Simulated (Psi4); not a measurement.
**SiPH3Cl (SMILES [PH][SiH2]Cl): UPBE/jun-cc-pVTZ (density fitting, sweep point 8)**

Aim: the vertical electron affinity of SiPH3Cl at UPBE/jun-cc-pVTZ (density fitting, sweep point 8), from 2 runs. 

The calculation is run with Psi4 1.11.

### Step 1. The molecule

The species is SiPH3Cl (6 atoms), meant as a doublet with charge 0. SMILES: `[PH][SiH2]Cl`. The shape is that of a GFN2-xTB optimisation. This is one conformer, not always the lowest.

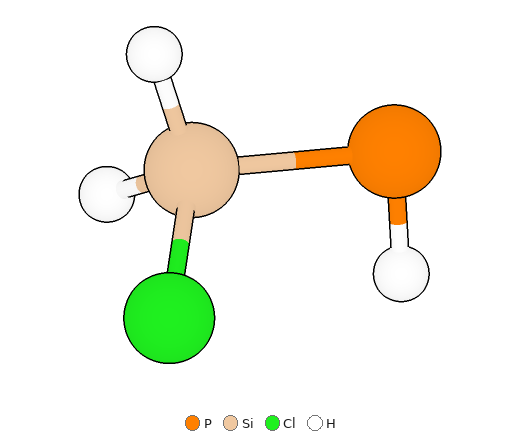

Viewed from a chosen angle; phosphorus orange, silicon light orange, chlorine green, hydrogen white.

### Step 2. A single-point energy at UPBE/jun-cc-pVTZ (density fitting, sweep point 8)

Input file clh3psi.in:

```
memory 1.6 GB

molecule system {
  0 2
  P     -1.339730    -1.164950    -0.165130
  Si     0.470670     0.053950     0.283950
  Cl    -0.004750     2.023370     0.399910
  H     -1.621900    -0.494180    -1.352200
  H      1.500480    -0.061210    -0.748210
  H      0.995240    -0.356970     1.581680
  units angstrom
  symmetry c1
}

set {
  basis                jun-cc-pVTZ
  reference            uks
  puream               true
  scf_type             df
  dft_radial_points    99
  dft_spherical_points 590
  maxiter              150
}

energy_value, wavefunction = energy('pbe', return_wfn=True)
```

Launch:

```bash
$ psi4 -i clh3psi.in -o clh3psi.out -n 1
```

clh3psi.out:

```text
[...]
  Running in c1 symmetry.
[...]
  Nuclear repulsion =  183.698200664115490
[...]
  Multiplicity = 2
[...]
  Nalpha       = 25
  Nbeta        = 24
[...]
    Number of basis functions: 171
[...]
   @DF-UKS iter   1: -1092.26873952511937   -1.09269e-01   3.03003e-03 ADIIS/DIIS
[...]
   @DF-UKS iter   9: -1092.40368877244896   -3.92438e-08   6.25743e-07 DIIS
[...]
   @S^2 Observed:                7.547784092E-01
[...]
    Orbital Energies [Eh]
    ---------------------
    Alpha Occupied:
       1A   -100.702330     2A    -76.352277     3A    -65.465172
       4A     -9.187542     5A     -7.009859     6A     -7.003803
       7A     -7.003496     8A     -6.330402     9A     -5.093244
      10A     -4.552665    11A     -4.546044    12A     -4.543264
      13A     -3.506314    14A     -3.503052    15A     -3.502134
      16A     -0.766361    17A     -0.593984    18A     -0.481889
      19A     -0.367795    20A     -0.359924    21A     -0.334030
      22A     -0.308335    23A     -0.285440    24A     -0.257220
      25A     -0.233714
    Alpha Virtual:
[...]
  @DF-UKS Final Energy: -1092.40368877244896
   => Energetics <=
    Nuclear Repulsion Energy =            183.6982006641154896
    One-Electron Energy =               -1876.2563397706649084
    Two-Electron Energy =                 673.1484473328600870
    DFT Exchange-Correlation Energy =     -72.9939969987596982
    Empirical Dispersion Energy =           0.0000000000000000
    VV10 Nonlocal Energy =                  0.0000000000000000
    Total Energy =                      -1092.4036887724489588
[...]
 Multipole Moments:
 ------------------------------------------------------------------------------------
     Multipole            Electronic (a.u.)      Nuclear  (a.u.)        Total (a.u.)
 ------------------------------------------------------------------------------------
 L = 1.  Multiply by 2.5417464519 to convert [e a0] to [Debye]
 Dipole X            :         -2.2108008            2.3509159            0.1401150
 Dipole Y            :          1.7330531           -1.9978231           -0.2647700
 Dipole Z            :          0.6830092           -0.8620916           -0.1790824
 Magnitude           :                                                    0.3490070
[...]
```

Wall time 26 s (1 thread of Intel Xeon 6975P-C (Granite Rapids), shared host); peak memory 1.2 GiB.

### Step 3. The singlet anion, same level

Input file clh3psi.in:

```
memory 1600 MB

molecule molecule1 {
  -1 1
  P     -1.339730    -1.164950    -0.165130
  Si     0.470670     0.053950     0.283950
  Cl    -0.004750     2.023370     0.399910
  H     -1.621900    -0.494180    -1.352200
  H      1.500480    -0.061210    -0.748210
  H      0.995240    -0.356970     1.581680
  symmetry c1
}

set {
  basis jun-cc-pVTZ
  reference rks
  puream true
  scf_type df
  dft_radial_points 99
  dft_spherical_points 590
}

E = energy("pbe")
print_variables()
```

Launch:

```bash
$ psi4 clh3psi.in clh3psi.out -n 1
```

clh3psi.out:

```text
[...]
  Running in c1 symmetry.
[...]
  Nuclear repulsion =  183.698200664115490
[...]
  Multiplicity = 1
[...]
  Nalpha       = 25
  Nbeta        = 25
[...]
    Number of basis functions: 171
[...]
   @DF-RKS iter   1: -1092.17965048875590   -2.01798e-02   4.03456e-03 DIIS/ADIIS
[...]
   @DF-RKS iter  10: -1092.47835669831170   -1.26012e-07   6.01420e-07 DIIS
[...]
    Orbital Energies [Eh]
    ---------------------
    Doubly Occupied:
       1A   -100.530856     2A    -76.094618     3A    -65.275212
       4A     -9.017063     5A     -6.838580     6A     -6.833506
       7A     -6.833298     8A     -6.073603     9A     -4.902299
      10A     -4.292341    11A     -4.290069    12A     -4.287157
      13A     -3.315629    14A     -3.312013    15A     -3.311148
      16A     -0.596735    17A     -0.357182    18A     -0.288379
      19A     -0.191246    20A     -0.180535    21A     -0.147915
      22A     -0.118916    23A     -0.101283    24A     -0.039241
      25A      0.022945
[...]
  @DF-RKS Final Energy: -1092.47835669831170
   => Energetics <=
    Nuclear Repulsion Energy =            183.6982006641154896
    One-Electron Energy =               -1886.1250873653032158
    Two-Electron Energy =                 683.1480486943172536
    DFT Exchange-Correlation Energy =     -73.1995186914414120
    Empirical Dispersion Energy =           0.0000000000000000
    VV10 Nonlocal Energy =                  0.0000000000000000
    Total Energy =                      -1092.4783566983116998
[...]
 Multipole Moments:
 ------------------------------------------------------------------------------------
     Multipole            Electronic (a.u.)      Nuclear  (a.u.)        Total (a.u.)
 ------------------------------------------------------------------------------------
 L = 1.  Multiply by 2.5417464519 to convert [e a0] to [Debye]
 Dipole X            :         -1.3696405            2.3509159            0.9812753
 Dipole Y            :          3.4608849           -1.9978231            1.4630618
 Dipole Z            :          1.1204841           -0.8620916            0.2583926
 Magnitude           :                                                    1.7805106
[...]
```

It took 19 s on 1 thread of Intel Xeon 6975P-C (Granite Rapids), shared host; peak memory 1.2 GiB.

### Step 4. Summary of results

Level: UPBE/jun-cc-pVTZ (density fitting, sweep point 8).

| quantity | value |
| --- | --- |
| doublet SiPH3Cl: total energy | -1092.40369 Eh |
| doublet SiPH3Cl: dipole moment | 0.89 D |
| doublet SiPH3Cl: HOMO energy (highest over α and β) | -6.36 eV |
| doublet SiPH3Cl: LUMO energy (lowest over α and β) | -4.74 eV |
| doublet SiPH3Cl: ⟨S²⟩ | 0.755 |
| singlet anion: total energy | -1092.47836 Eh |
| singlet anion: HOMO energy | 0.62 eV |
| singlet anion: LUMO energy | 2.89 eV |
| singlet anion: HOMO–LUMO gap (to an unbound level, set by the basis) | 2.26 eV |
| vertical electron affinity (to the singlet anion) | 2.032 eV |

In words: At fixed nuclei the extra electron is bound by 2.03 eV (47 kcal/mol). The HOMO (singlet anion) lies at positive energy, 0.62 eV, as semi-local functionals often give for anions; only total energies tell whether the electron is bound.
